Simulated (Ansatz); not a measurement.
# C₂H₇GeN (SMILES C1[CH2][GeH2][NH]1): what the fields show

The calculation's input:

```
crystal:
  periodic: [false, false, false]
  atoms:
    - {symbol: C, position_ang: [-0.788425, -0.072638, -0.768399]}
    - {symbol: C, position_ang: [-0.067755, -1.108902, 0.123924]}
    - {symbol: Ge, position_ang: [0.953951, 0.404103, 0.859703]}
    - {symbol: N, position_ang: [-0.454663, 1.177631, -0.064134]}
    - {symbol: H, position_ang: [-0.388194, -0.114381, -1.790202]}
    - {symbol: H, position_ang: [-1.871265, -0.233150, -0.833422]}
    - {symbol: H, position_ang: [0.471392, -1.888910, -0.409501]}
    - {symbol: H, position_ang: [-0.725296, -1.564931, 0.863652]}
    - {symbol: H, position_ang: [2.376995, 0.624667, 0.289103]}
    - {symbol: H, position_ang: [0.976419, 0.701988, 2.371163]}
    - {symbol: H, position_ang: [-0.417759, 2.017624, -0.621487]}
basis:
  gaussian: {orbitals: def2-TZVPP}
hamiltonian: {xc: pbe0, dispersion: d4}
output: {orbitals: {seedname: orbitals}}
```

Run with:

```sh
ansatz run in.yaml --threads 4 --pin off --events-out ev --progress --plain --max-ram 10444MiB
```

Geometry: PBE0-D4/def2-TZVP.

Computed with Ansatz 0.2.0, RKS PBE0-D4/def2-TZVPP.

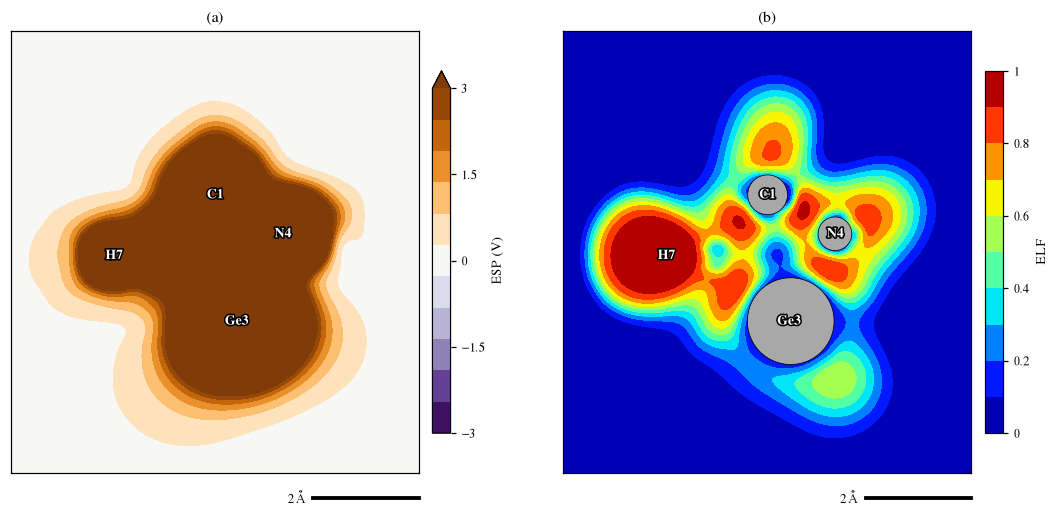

Figure 1. (a) electrostatic potential; (b) electron localisation function on the plane of atoms C1, N4 and Ge3. Grey discs cover the atomic cores in the ELF map.

Question: What does the map show?

Answer:
- Atoms in the plane: C, Ge, N and H.
- C–N (1.47 Å): the ELF peaks at about 0.90 between the atoms: a covalent bond.
- Ge–N (1.85 Å): the ELF peaks at about 0.85 in the valence shell of N, 0.6 Å from its nucleus, and is about 0.45 at the midpoint.
- The potential has no marked negative region in this plane.

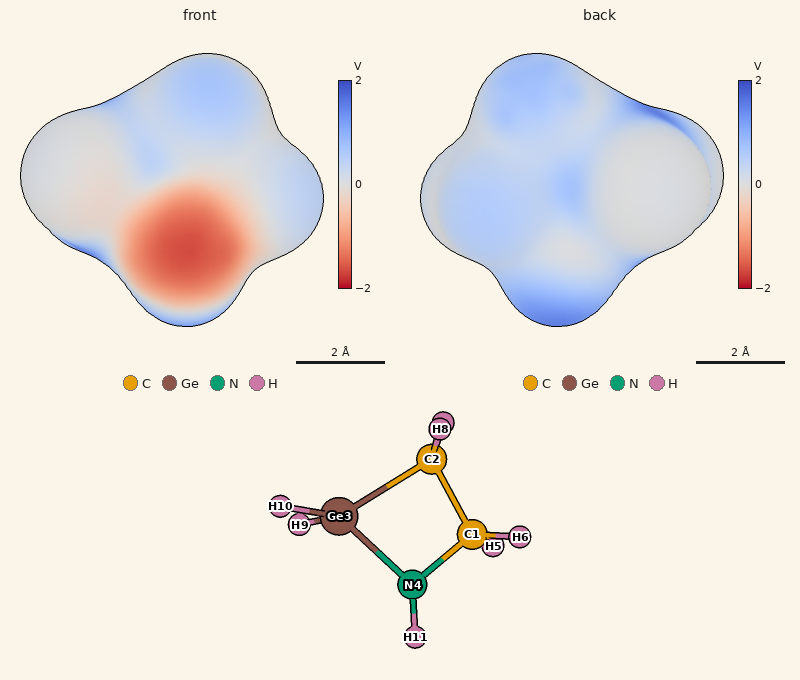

Figure 2. The molecular electrostatic potential painted on the density surface at 0.002 e/bohr³, seen from the front and from behind; red is negative and blue positive. The bare structure is drawn below in the same view.

Question: Which sites attract a positive test charge, and which a negative one?

Answer: A positive charge is drawn to the negative regions and a negative charge to the positive ones. The most negative region (about −1.6 V) lies over N4, the most positive (about +1.4 V) over Ge3 and H11. N4 is the likeliest acceptor of a hydrogen bond.

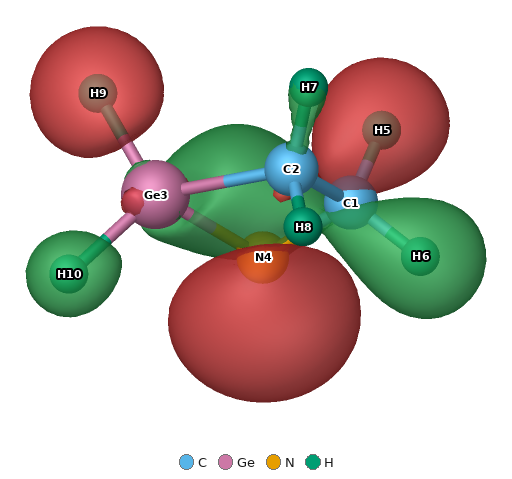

Figure 3. The HOMO at ±0.08 Å⁻³ᐟ² (green and red are the two phases), seen from one side.

Question: Where does this orbital lie, and at what energy?

Answer: Its weight (Hirshfeld) is mainly on N4 (about 60 %), C1 (about 10 %) and Ge3 (about 10 %). Its energy is −6.48 eV.

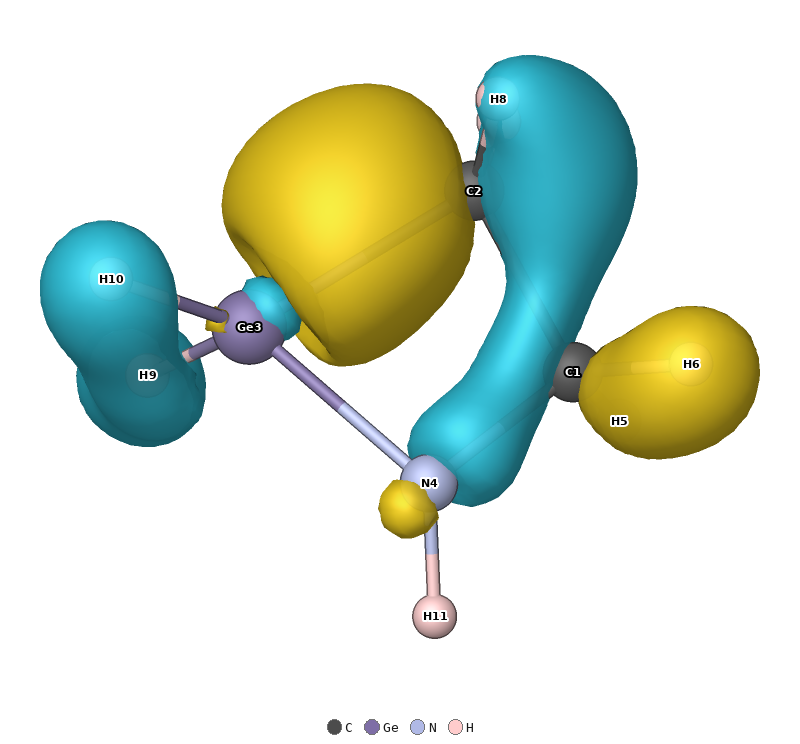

Figure 4. The HOMO−1 at ±0.15 Å⁻³ᐟ² (yellow and cyan are the two phases), seen across its widest extent.

Question: What is the character of this orbital?

Answer: Its weight (Hirshfeld) is mainly on C2 (about 35 %), Ge3 (about 25 %) and C1 (about 10 %). Its energy is −8.09 eV.
